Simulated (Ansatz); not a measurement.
## Run report: Hf3 (charge −1), molecular dynamics

The run: molecular dynamics of Hf3, charge −1, multiplicity 2. Method and program: UKS BLYP-d3bj/def2-SVP (Ansatz 0.2.0).

The geometry comes from this level: PBE-D4/def2-TZVPD. Figures and captions count atoms from 1; the log counts them from 0 in places.

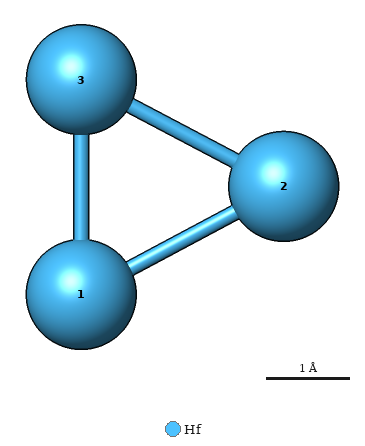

The starting structure (ball-and-stick view, seen on its broad side; atoms are numbered from 1 in the order of the input). Sticks mark near contacts. Bond lengths as drawn: Hf–Hf 2.61 to 2.78 Å.

Input
```yaml
crystal:
  periodic: [false, false, false]
  atoms:
    - {symbol: Hf, position_ang: [-1.189868, 0.976166, -0.034435]}
    - {symbol: Hf, position_ang: [0.512069, -0.799654, -1.336279]}
    - {symbol: Hf, position_ang: [0.677798, -0.176522, 1.370714]}
basis:
  gaussian: {orbitals: def2-SVP}
total_charge: -1
magnetization: {spin_polarized: true, initial_magnetization: 1}
hamiltonian: {xc: {name: BLYP}, dispersion: d3bj}
md: {timestep: 2 fs, n_steps: 15, ensemble: nvt_langevin, temperature: 500, initial_velocities: maxwell_boltzmann, friction: 0.01, seed: 223}
scf: {omitted_lower_state_checks: [starts]}
```

Launch command:
```bash
ansatz run in.yaml --threads 4 --pin off --events-out ev --progress --plain --max-ram 3916MiB
```

Log
```
Functional definition: BLYP
  name "BLYP"
  cite "Becke, Phys. Rev. A 38, 3098 (1988) doi:10.1103/PhysRevA.38.3098"
  cite "Lee, Yang & Parr, Phys. Rev. B 37, 785 (1988) doi:10.1103/PhysRevB.37.785"
  parameter beta = 0.0042
  parameter a = 0.04918
  parameter b = 0.132
  parameter c = 0.2533
  parameter d = 0.349
  exchange = b88_x(beta = beta)
  correlation = lyp_c(a = a, b = b, c = c, d = d)
these checks for a lower state are left out or cut short: starts
942 factors; their error is unknown
mean field evaluation 1: about -3899.0962 eV, gradient 4.1e1 eV
mean field evaluation 2: about -3736.6379 eV, gradient 1.1e2 eV
mean field evaluation 4: about -3769.4219 eV, gradient 1.5e2 eV
mean field evaluation 8: about -3911.3815 eV, gradient 5.5e-1 eV
mean field evaluation 16: about -3911.4599 eV, gradient 2.4e-1 eV
mean field evaluation 32: about -3911.4667 eV, gradient 1.2e-3 eV
mean field -3911.46668209 eV, -143.7437492796 hartree, gradient 1.4e-6 eV, S^2 1.697034; 0 other end points of the search recorded, 0 dependent functions left out
the calculation of the forces begins
reference -3911.46691062 eV, -143.7437576779 hartree; 19, 18 occupied and 77, 78 virtual orbitals, 942 factors
md step     0: t =     0.00 fs  T =   333.3 K  F+E_penalty+E_count = -3911.78166688 eV  E_kin = 0.129260 eV  (322 SCF iters)
these checks for a lower state are left out or cut short: starts, cluster_reference, orbital_swaps, neighbouring_geometries, increment
942 factors; their error is unknown
mean field evaluation 64: about -3911.4652 eV, gradient 7.7e-5 eV
mean field -3911.46517377 eV, -143.7436938498 hartree, gradient 2.5e-10 eV, S^2 1.694703; 0 other end points of the search recorded, 0 dependent functions left out
[... from here on the field's lines of each further geometry are left out, up to the last ...]
md step     1: t =     2.00 fs  T =   338.0 K  F+E_penalty+E_count = -3911.78016407 eV  E_kin = 0.131084 eV  (376 SCF iters)
WARN: at step 2 the energy moved -1.2 meV off the work of the forces, which amounts to -1.574 K. Such steps counted: 1; another is reported when that count doubles or it is the largest. The electronic state may have changed, which in a crystal more k-points or another scf.occupations.width can prevent. At a collision, shorten md.timestep. If it recurs at most steps, use a smearing in place of tetrahedra, or tighten scf.convergence.dr2_threshold (accuracy in a Gaussian basis)
md step     2: t =     4.00 fs  T =   336.1 K  F+E_penalty+E_count = -3911.77994635 eV  E_kin = 0.130352 eV  (319 SCF iters)
md step     3: t =     6.00 fs  T =   325.4 K  F+E_penalty+E_count = -3911.77900522 eV  E_kin = 0.126193 eV  (243 SCF iters)
md step     4: t =     8.00 fs  T =   239.7 K  F+E_penalty+E_count = -3911.77841950 eV  E_kin = 0.092944 eV  (258 SCF iters)
md step     5: t =    10.00 fs  T =   258.2 K  F+E_penalty+E_count = -3911.77809937 eV  E_kin = 0.100107 eV  (256 SCF iters)
md step     6: t =    12.00 fs  T =   294.6 K  F+E_penalty+E_count = -3911.77833763 eV  E_kin = 0.114249 eV  (136 SCF iters)
md step     7: t =    14.00 fs  T =   179.4 K  F+E_penalty+E_count = -3911.77869171 eV  E_kin = 0.069566 eV  (170 SCF iters)
md step     8: t =    16.00 fs  T =   164.0 K  F+E_penalty+E_count = -3911.77928003 eV  E_kin = 0.063599 eV  (248 SCF iters)
md step     9: t =    18.00 fs  T =   119.1 K  F+E_penalty+E_count = -3911.78031954 eV  E_kin = 0.046190 eV  (170 SCF iters)
md step    10: t =    20.00 fs  T =   132.6 K  F+E_penalty+E_count = -3911.78149614 eV  E_kin = 0.051412 eV  (135 SCF iters)
md step    11: t =    22.00 fs  T =   155.3 K  F+E_penalty+E_count = -3911.78273807 eV  E_kin = 0.060219 eV  (149 SCF iters)
md step    12: t =    24.00 fs  T =   121.0 K  F+E_penalty+E_count = -3911.78396729 eV  E_kin = 0.046928 eV  (366 SCF iters)
md step    13: t =    26.00 fs  T =   178.7 K  F+E_penalty+E_count = -3911.78538740 eV  E_kin = 0.069305 eV  (341 SCF iters)
md step    14: t =    28.00 fs  T =   146.6 K  F+E_penalty+E_count = -3911.78680775 eV  E_kin = 0.056838 eV  (287 SCF iters)
the calculation of the forces begins
reference -3911.47336299 eV, -143.7439947979 hartree; 19, 18 occupied and 77, 78 virtual orbitals, 942 factors
these checks for a lower state are left out or cut short: starts
942 factors; their error is unknown
mean field evaluation 448: about -3911.4731 eV, gradient 3.1e-4 eV
mean field -3911.47313446 eV, -143.7439863995 hartree, gradient 5.2e-8 eV, S^2 1.703147; 0 other end points of the search recorded, 0 dependent functions left out
the calculation of the forces begins
reference -3911.47336299 eV, -143.7439947979 hartree; 19, 18 occupied and 77, 78 virtual orbitals, 942 factors
md step    15: t =    30.00 fs  T =   146.0 K  F+E_penalty+E_count = -3911.78810669 eV  E_kin = 0.056622 eV  (332 SCF iters)
```

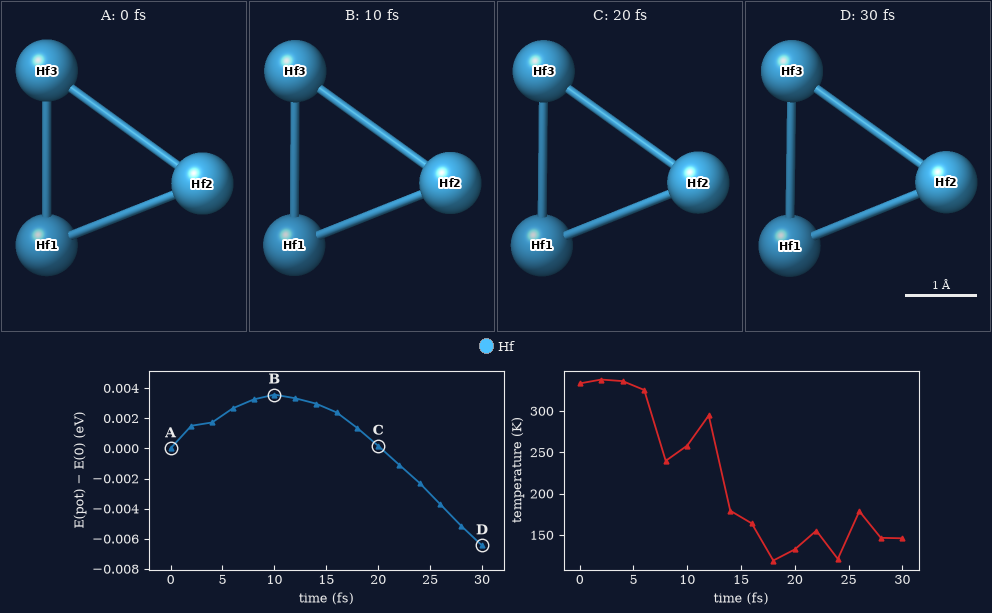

Frames of the molecular dynamics (ball-and-stick, seen at a tilt) above the curves, on which the letters mark them. The trajectory kept here has 16 frames over 30 fs. The temperature starts at 333 K, ranges from 119 to 338 K and averages 145 K over the second half. The potential energy ends 0.006 eV below its first value. After an unweighted best fit of the last frame on the first, the root-mean-square displacement is 0.02 Å.

```
Total energy: -3911.78833522 eV, -143.7555698140 hartree
Atom 0 at    -1.194263     0.991012    -0.048717 Å, force    -0.424077     0.308816    -0.189513 eV/Å
Atom 1 at     0.571982    -0.789191    -1.323887 Å, force     0.088840    -0.112141    -0.158580 eV/Å
Atom 2 at     0.647093    -0.208332     1.365679 Å, force     0.335237    -0.196675     0.348093 eV/Å
Dipole moment:    -0.016707    -0.013130    -0.065002 e Å
Checks for a lower state left out: starts
```

Trajectory as extended XYZ (Å, eV, eV/Å), 16 frames, from step=0 to step=15
```
3
Properties=species:S:1:pos:R:3:forces:R:3 step=0 time_fs=0.0 energy=-3911.78167 temperature=333.3
Hf   -1.1899    0.9762   -0.0344   -0.4188   0.2734  -0.2622
Hf    0.5121   -0.7997   -1.3363    0.0235  -0.0790  -0.2118
Hf    0.6778   -0.1765    1.3707    0.3953  -0.1944   0.4740
3
Properties=species:S:1:pos:R:3:forces:R:3 step=1 time_fs=2.0 energy=-3911.78016 temperature=338.0
Hf   -1.1920    0.9752   -0.0353   -0.4488   0.2916  -0.2858
Hf    0.5174   -0.7987   -1.3343    0.0247  -0.0741  -0.1935
Hf    0.6742   -0.1772    1.3692    0.4242  -0.2175   0.4793
3
Properties=species:S:1:pos:R:3:forces:R:3 step=2 time_fs=4.0 energy=-3911.77995 temperature=336.1
Hf   -1.1937    0.9741   -0.0362   -0.5231   0.3770  -0.1988
Hf    0.5227   -0.7976   -1.3326    0.1247  -0.1534  -0.1841
Hf    0.6702   -0.1784    1.3678    0.3984  -0.2236   0.3830
3
Properties=species:S:1:pos:R:3:forces:R:3 step=3 time_fs=6.0 energy=-3911.77900 temperature=325.4
Hf   -1.1947    0.9734   -0.0370   -0.5338   0.3849  -0.2029
Hf    0.5283   -0.7963   -1.3313    0.1277  -0.1588  -0.1982
Hf    0.6662   -0.1798    1.3668    0.4061  -0.2260   0.4011
3
Properties=species:S:1:pos:R:3:forces:R:3 step=4 time_fs=8.0 energy=-3911.77842 temperature=239.7
Hf   -1.1952    0.9730   -0.0376   -0.5395   0.3888  -0.2070
Hf    0.5336   -0.7952   -1.3302    0.1285  -0.1608  -0.2060
Hf    0.6627   -0.1813    1.3667    0.4110  -0.2280   0.4130
3
Properties=species:S:1:pos:R:3:forces:R:3 step=5 time_fs=10.0 energy=-3911.77810 temperature=258.2
Hf   -1.1952    0.9730   -0.0383   -0.5407   0.3894  -0.2107
Hf    0.5388   -0.7941   -1.3298    0.1275  -0.1598  -0.2083
Hf    0.6595   -0.1827    1.3671    0.4132  -0.2295   0.4190
3
Properties=species:S:1:pos:R:3:forces:R:3 step=6 time_fs=12.0 energy=-3911.77834 temperature=294.6
Hf   -1.1952    0.9738   -0.0392   -0.5364   0.3859  -0.2137
Hf    0.5442   -0.7929   -1.3295    0.1244  -0.1561  -0.2068
Hf    0.6566   -0.1846    1.3672    0.4120  -0.2298   0.4205
3
Properties=species:S:1:pos:R:3:forces:R:3 step=7 time_fs=14.0 energy=-3911.77869 temperature=179.4
Hf   -1.1950    0.9751   -0.0404   -0.5330   0.3837  -0.2156
Hf    0.5488   -0.7916   -1.3284    0.1223  -0.1539  -0.2075
Hf    0.6542   -0.1871    1.3672    0.4107  -0.2298   0.4231
3
Properties=species:S:1:pos:R:3:forces:R:3 step=8 time_fs=16.0 energy=-3911.77928 temperature=164.0
Hf   -1.1948    0.9766   -0.0417   -0.5282   0.3812  -0.2150
Hf    0.5520   -0.7904   -1.3273    0.1210  -0.1526  -0.2083
Hf    0.6524   -0.1898    1.3671    0.4072  -0.2285   0.4234
3
Properties=species:S:1:pos:R:3:forces:R:3 step=9 time_fs=18.0 energy=-3911.78032 temperature=119.1
Hf   -1.1952    0.9785   -0.0429   -0.5177   0.3742  -0.2129
Hf    0.5549   -0.7896   -1.3263    0.1177  -0.1489  -0.2057
Hf    0.6510   -0.1923    1.3667    0.4001  -0.2253   0.4187
3
Properties=species:S:1:pos:R:3:forces:R:3 step=10 time_fs=20.0 energy=-3911.78150 temperature=132.6
Hf   -1.1961    0.9805   -0.0436   -0.5042   0.3642  -0.2114
Hf    0.5579   -0.7896   -1.3253    0.1123  -0.1427  -0.1999
Hf    0.6497   -0.1942    1.3662    0.3919  -0.2215   0.4113
3
Properties=species:S:1:pos:R:3:forces:R:3 step=11 time_fs=22.0 energy=-3911.78274 temperature=155.3
Hf   -1.1969    0.9826   -0.0444   -0.4890   0.3531  -0.2098
Hf    0.5609   -0.7901   -1.3246    0.1063  -0.1355  -0.1920
Hf    0.6481   -0.1964    1.3658    0.3827  -0.2176   0.4017
3
Properties=species:S:1:pos:R:3:forces:R:3 step=12 time_fs=24.0 energy=-3911.78397 temperature=121.0
Hf   -1.1967    0.9847   -0.0456   -0.4733   0.3419  -0.2076
Hf    0.5639   -0.7908   -1.3242    0.1005  -0.1283  -0.1826
Hf    0.6468   -0.1988    1.3657    0.3729  -0.2136   0.3902
3
Properties=species:S:1:pos:R:3:forces:R:3 step=13 time_fs=26.0 energy=-3911.78539 temperature=178.7
Hf   -1.1961    0.9872   -0.0469   -0.4561   0.3302  -0.2026
Hf    0.5667   -0.7908   -1.3238    0.0957  -0.1219  -0.1735
Hf    0.6462   -0.2015    1.3659    0.3604  -0.2082   0.3761
3
Properties=species:S:1:pos:R:3:forces:R:3 step=14 time_fs=28.0 energy=-3911.78681 temperature=146.6
Hf   -1.1951    0.9895   -0.0479   -0.4394   0.3191  -0.1962
Hf    0.5695   -0.7900   -1.3235    0.0920  -0.1167  -0.1658
Hf    0.6464   -0.2048    1.3660    0.3475  -0.2024   0.3619
3
Properties=species:S:1:pos:R:3:forces:R:3 step=15 time_fs=30.0 energy=-3911.78811 temperature=146.0
Hf   -1.1943    0.9910   -0.0487   -0.4241   0.3088  -0.1895
Hf    0.5720   -0.7892   -1.3239    0.0888  -0.1121  -0.1586
Hf    0.6471   -0.2083    1.3657    0.3352  -0.1967   0.3481
```

Summary

| quantity | value |
| --- | --- |
| outcome | finished |
| mean temperature over the second half | 145 K |
| trajectory | 15 steps, 30 fs |
| ensemble | nvt_langevin |
| temperature in the input | 500 K |
| time step | 2 fs |
| potential energy (last step) | −3911.7883 eV |
| mean-field energy (last step) | −3911.4734 eV |
| dispersion energy (last step) | −0.3150 eV |
| ⟨S²⟩ (last step) | 1.703 |
| SCF solution under orbital rotations (last step) | stable |
| largest force (length of the vector) (last step) | 0.558 eV/Å |
| hardware | 4 threads of Arm Neoverse V2, 95 GiB of memory available, shared host |
| wall time | 4.6 min (CPU time 18 min) |
| peak memory | 0.29 GiB |

⟨S²⟩ is 1.70 against 0.75 for a pure state: the solution is spin-contaminated. So short a trajectory is not equilibrated. The logged temperature at the start can lie below the typed one, since it is counted over all degrees of freedom. The temperature stays far from the 500 K of the thermostat over the second half: the run isn't equilibrated.
